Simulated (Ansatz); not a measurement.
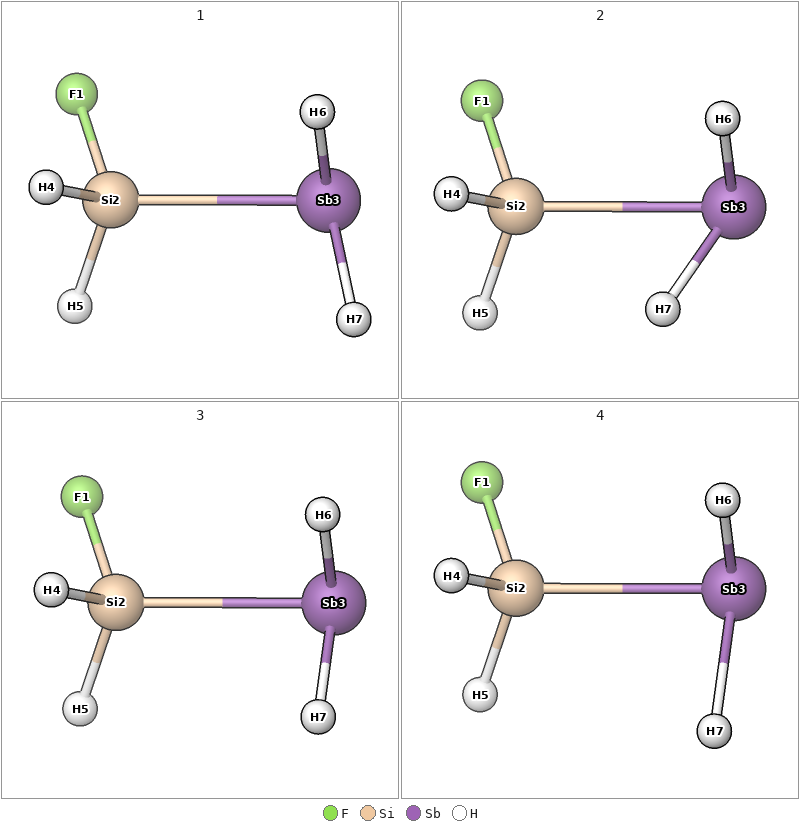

FH4SbSi, SMILES F[SiH2][SbH2]. 
- Two internal coordinates are moved rigidly from the geometry relaxed at PBE0-D4/def2-TZVP, all others fixed.
- Coordinates scanned: (1) bond Sb3–H7; (2) angle H7–Sb3–Si2.
- The grid has 7 × 7 points.
- Points are written as (first, second).
- Energies: kcal/mol, counted from the lowest grid point.
- Theory: RKS PBE0-D4/def2-TZVPP (Ansatz 0.2.0).

The numbered pictures are structures from this grid.

Question: Rank them by energy, lowest first.

Answer: 3, at (1.652 Å, 87.9°): 0.0 kcal/mol; 1, at (1.777 Å, 103.9°): 2.5 kcal/mol; 2, at (1.652 Å, 63.9°): 5.8 kcal/mol; 4, at (2.065 Å, 87.9°): 12.2 kcal/mol.

The map, with the structures marked:

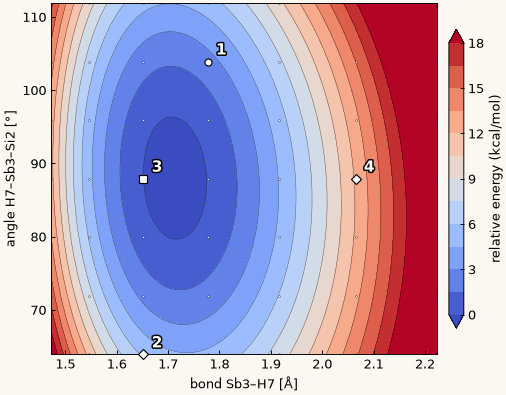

Drawn: filled contours, dots at the grid points, one colour for all values above the top of the scale. Between grid points the surface is interpolated.
